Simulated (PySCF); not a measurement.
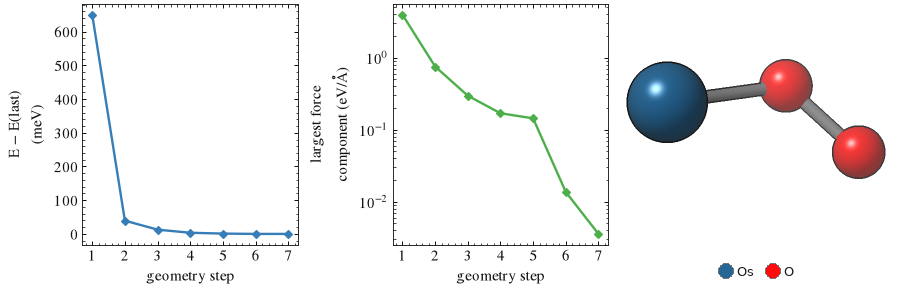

Beside the plot: the molecule at the start.

History of a geometry optimisation. The start has point group Cs, which is kept. A held symmetry can leave a saddle point.

OsO2 molecule, multiplicity 3; PySCF 2.14.0, UKS-based PBE0, Os def2-TZVP with ECP60, O def2-TZVP; non-relativistic Hamiltonian with scalar-relativistic core potentials; density fitting.

Q: How did it end, and what did it gain?

A: The optimisation met its thresholds at geometry 7, counting the start as the first. The energy fell by about 650 meV from the first step to the last. The largest force component goes from about 3.9 eV/Å at the start to 4 × 10⁻³ eV/Å at the end.

Q: By which step was nine tenths of the energy gained?

A: By step 2 of 7.
